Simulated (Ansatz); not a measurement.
Nudged elastic band of Al2NH7O (part 2 of 2)

Al2NH7O; RHF/6-31G* (Ansatz 0.2.0). It belongs to a series of runs on one base structure; here: band between the two ends.

Geometry of the input (Å):
```
Al -0.0311  0.1128  0.2698
H  -0.3383  -1.1726  1.1515
H  1.3201  0.2423  -0.5553
N  -1.5943  0.6567  -0.7987
H  -2.3542  -0.0013  -0.7762
H  -1.3886  0.8298  -1.7675
O  -0.4210  1.6834  1.1981
Al -1.9150  2.2880  0.2583
H  -3.2358  2.1726  1.1337
H  -1.5895  3.6018  -0.5732
H  0.0031  2.0547  1.9581
```

**Log, continued**
```
NEB iter  48: max|band force component| = 8.963e-2 eV/Å  barrier→ = 1.4996 eV  barrier← = 0.1954 eV  Δτ_max = 0.1002 Å  (124 SCF iters)
NEB iter  49: max|band force component| = 1.103e-1 eV/Å  barrier→ = 1.4981 eV  barrier← = 0.1939 eV  Δτ_max = 0.0500 Å  (121 SCF iters)
NEB iter  50: max|band force component| = 9.355e-2 eV/Å  barrier→ = 1.4994 eV  barrier← = 0.1952 eV  Δτ_max = 0.0504 Å  (111 SCF iters)
NEB iter  51: max|band force component| = 6.688e-2 eV/Å  barrier→ = 1.5064 eV  barrier← = 0.2022 eV  Δτ_max = 0.0504 Å  (119 SCF iters)
NEB iter  52: max|band force component| = 9.398e-2 eV/Å  barrier→ = 1.5153 eV  barrier← = 0.2111 eV  Δτ_max = 0.0253 Å  (124 SCF iters)
NEB iter  53: max|band force component| = 8.189e-2 eV/Å  barrier→ = 1.5210 eV  barrier← = 0.2168 eV  Δτ_max = 0.0251 Å  (106 SCF iters)
NEB iter  54: max|band force component| = 5.008e-2 eV/Å  barrier→ = 1.5261 eV  barrier← = 0.2219 eV  Δτ_max = 0.0253 Å  (112 SCF iters)
NEB iter  55: max|band force component| = 5.120e-2 eV/Å  barrier→ = 1.5354 eV  barrier← = 0.2312 eV  Δτ_max = 0.0252 Å  (106 SCF iters)
the calculation of the forces begins
reference -16797.07132780 eV, -617.2809858328 hartree; 24, 24 occupied and 58, 58 virtual orbitals, 882 factors
882 factors; integrals over basis functions are off by at most 7.7e-4 eV
mean field -16797.06196279 eV, -617.2806416750 hartree, gradient 9.6e-6 eV, S^2 0.000000; 1 other end points of the search recorded, 0 dependent functions left out
the calculation of the forces begins
reference -16797.06196279 eV, -617.2806416750 hartree; 24, 24 occupied and 58, 58 virtual orbitals, 882 factors
NEB iter  56: max|band force component| = 4.711e-2 eV/Å  barrier→ = 1.5448 eV  barrier← = 0.2406 eV  Δτ_max = 0.0000 Å  (233 SCF iters)
```

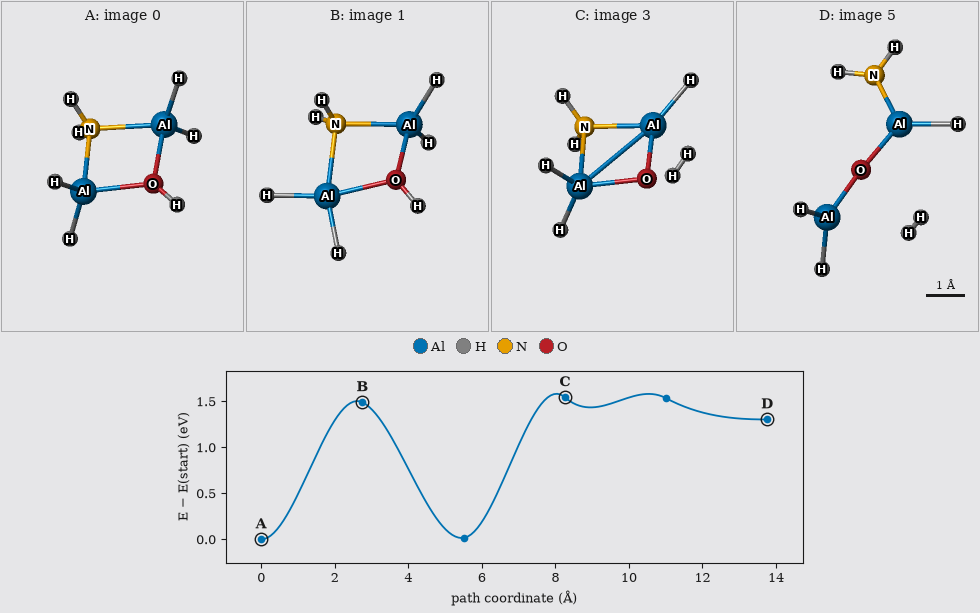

*Images of the last band (counted from 0; ball-and-stick, seen at a tilt) above the energy along the path; the line is a cubic interpolation that uses the forces.*

The highest image is number 3, 1.545 eV above the start and 0.241 eV above the end; the end lies 1.304 eV above the start. A further maximum stands at image 1, 1.491 eV from the start, so the path isn't one elementary step. The path is 13.76 Å long. The band converged in 56 iterations.

```
Total energy: -16797.06196279 eV, -617.2806416750 hartree
Atom 0 at     0.117188     0.946794    -0.319665 Å, force    -0.067771    -0.033794    -0.012248 eV/Å
Atom 1 at     0.425816    -0.484402     1.684907 Å, force    -0.037053    -0.012325     0.077326 eV/Å
Atom 2 at     1.251749     0.053375    -0.923703 Å, force     0.009962     0.047145     0.054775 eV/Å
Atom 3 at    -1.750678     0.603652    -0.441407 Å, force     0.057408    -0.177115    -0.088332 eV/Å
Atom 4 at    -2.250348     0.179563     0.323836 Å, force     0.150614    -0.323053    -0.248106 eV/Å
Atom 5 at    -2.147081     0.272939    -1.303504 Å, force    -0.103108    -0.030603     0.120602 eV/Å
Atom 6 at    -0.108405     2.484107     0.290403 Å, force    -0.094118     0.002340    -0.130006 eV/Å
Atom 7 at    -1.878888     2.588508     0.077368 Å, force    -0.002761     0.186290     0.052912 eV/Å
Atom 8 at    -2.400176     3.323128    -1.235095 Å, force    -0.019924     0.198185     0.032647 eV/Å
Atom 9 at    -2.775309     2.474010     1.397630 Å, force     0.033984     0.202350     0.033586 eV/Å
Atom 10 at    -0.028372     0.026427     1.947728 Å, force     0.072767    -0.059420     0.106844 eV/Å
Dipole moment:     0.116394    -1.056141    -0.164824 e Å
this run last wrote the band of iteration 56 to [file]
```

**The last band as extended XYZ (Å, eV, eV/Å)**
```
11
Properties=species:S:1:pos:R:3:forces:R:3 image=0 energy=-16798.60678
Al   -0.0311    0.1128    0.2698   -0.0001  -0.0008   0.0000
H    -0.3383   -1.1726    1.1515   -0.0002  -0.0004  -0.0005
H     1.3201    0.2423   -0.5553   -0.0002   0.0009   0.0001
N    -1.5943    0.6567   -0.7987    0.0017   0.0009   0.0014
H    -2.3542   -0.0013   -0.7762   -0.0007  -0.0006  -0.0006
H    -1.3886    0.8298   -1.7675   -0.0004  -0.0004   0.0001
O    -0.4210    1.6834    1.1981   -0.0006  -0.0002   0.0005
Al   -1.9150    2.2880    0.2583   -0.0008  -0.0003   0.0001
H    -3.2358    2.1726    1.1337   -0.0004   0.0002  -0.0003
H    -1.5895    3.6018   -0.5732    0.0008  -0.0001   0.0004
H     0.0031    2.0547    1.9581    0.0008   0.0008  -0.0013
11
Properties=species:S:1:pos:R:3:forces:R:3 image=1 energy=-16797.11592
Al    0.0427    0.0714    0.2477    0.0074  -0.0033  -0.0045
H    -0.2758   -0.8591    1.5029    0.0333   0.0141   0.0092
H     1.3141   -0.1848   -0.6690   -0.0164  -0.0040  -0.0310
N    -1.6058    0.4936   -0.6732   -0.0129  -0.0095   0.0187
H    -2.3844   -0.1408   -0.6764   -0.0057  -0.0165   0.0473
H    -1.4615    0.7312   -1.6435   -0.0459  -0.0273   0.0256
O    -0.1525    1.8660    0.6859   -0.0016   0.0204  -0.0115
Al   -1.9775    2.2482    0.3277    0.0074   0.0187  -0.0158
H    -3.4465    2.3844   -0.3106    0.0843   0.0653  -0.1418
H    -1.8975    3.4639    1.3774   -0.0678  -0.0709   0.1242
H     0.3002    2.3942    1.3296    0.0178   0.0130  -0.0204
11
Properties=species:S:1:pos:R:3:forces:R:3 image=2 energy=-16798.59001
Al    0.0358    0.1845    0.1706    0.0001  -0.0065   0.0232
H     0.1428   -0.7779    1.4319   -0.0132  -0.0115  -0.0048
H     1.0161    0.0515   -1.0694   -0.0019  -0.0041   0.0011
N    -1.8248    0.4404   -0.4279    0.0102   0.0010  -0.0357
H    -2.4823   -0.1375    0.0677   -0.0072   0.0025  -0.0115
H    -1.9859    0.2887   -1.4082    0.0156  -0.0008  -0.0027
O    -0.1349    1.9522    0.7549   -0.0415   0.0008   0.0290
Al   -1.8659    2.3253    0.1477    0.0096  -0.0207   0.0117
H    -1.8533    3.3051   -1.1017   -0.0192  -0.0136   0.0260
H    -2.8423    2.5376    1.3849    0.0115   0.0177  -0.0005
H     0.2503    2.2981    1.5481    0.0359   0.0353  -0.0357
11
Properties=species:S:1:pos:R:3:forces:R:3 image=3 energy=-16797.06196
Al    0.1172    0.9468   -0.3197   -0.0678  -0.0338  -0.0122
H     0.4258   -0.4844    1.6849   -0.0371  -0.0123   0.0773
H     1.2517    0.0534   -0.9237    0.0100   0.0471   0.0548
N    -1.7507    0.6037   -0.4414    0.0574  -0.1771  -0.0883
H    -2.2503    0.1796    0.3238    0.1506  -0.3231  -0.2481
H    -2.1471    0.2729   -1.3035   -0.1031  -0.0306   0.1206
O    -0.1084    2.4841    0.2904   -0.0941   0.0023  -0.1300
Al   -1.8789    2.5885    0.0774   -0.0028   0.1863   0.0529
H    -2.4002    3.3231   -1.2351   -0.0199   0.1982   0.0326
H    -2.7753    2.4740    1.3976    0.0340   0.2024   0.0336
H    -0.0284    0.0264    1.9477    0.0728  -0.0594   0.1068
11
Properties=species:S:1:pos:R:3:forces:R:3 image=4 energy=-16797.07133
Al   -0.1587    0.9023   -0.5445   -0.0410  -0.0224  -0.0338
H     0.2748   -0.7982    1.9420   -0.0128  -0.0279   0.0360
H     1.2900    0.3392   -0.7815    0.0036   0.0167   0.0291
N    -1.6021   -0.1154   -0.7473    0.0571  -0.0507  -0.0221
H    -1.6099   -1.1103   -0.7956    0.0484  -0.1366  -0.1156
H    -2.5389    0.2222   -0.8134   -0.0504  -0.0152   0.0439
O    -0.5039    2.4972   -0.1025   -0.0303   0.0026  -0.0449
Al   -1.9200    3.3549    0.2363   -0.0057   0.0759   0.0095
H    -2.5908    4.1928   -0.9247   -0.0128   0.0766   0.0278
H    -2.5988    3.2087    1.6582    0.0232   0.0733   0.0229
H     0.4137   -0.2252    2.3714    0.0206   0.0077   0.0473
11
Properties=species:S:1:pos:R:3:forces:R:3 image=5 energy=-16797.30258
Al   -0.4768    0.8329   -0.8955   -0.0021   0.0036  -0.0003
H     0.1959   -0.4968    2.7229    0.0013   0.0002  -0.0004
H     1.0708    0.8869   -1.1991   -0.0010  -0.0005   0.0008
N    -1.3993   -0.5964   -1.3843    0.0017   0.0025   0.0002
H    -1.0004   -1.3854   -1.8485    0.0009  -0.0016   0.0020
H    -2.3770   -0.7378   -1.2417   -0.0030   0.0008  -0.0019
O    -1.2494    2.1212   -0.1260    0.0023  -0.0033   0.0011
Al   -1.8951    3.4703    0.6448    0.0009  -0.0009  -0.0011
H    -2.4981    4.6475   -0.2237   -0.0001  -0.0004  -0.0002
H    -1.8919    3.5330    2.2263   -0.0005  -0.0008  -0.0002
H    -0.0232    0.1927    2.8233   -0.0004   0.0004   0.0000
```

**Results in brief**

| quantity | value |
| --- | --- |
| outcome | converged |
| barrier, forward | 1.545 eV |
| barrier, backward | 0.241 eV |
| wall time | 8.1 min |
| peak memory | 0.16 GiB |

**Notes**

The order of the saddle point was not checked.
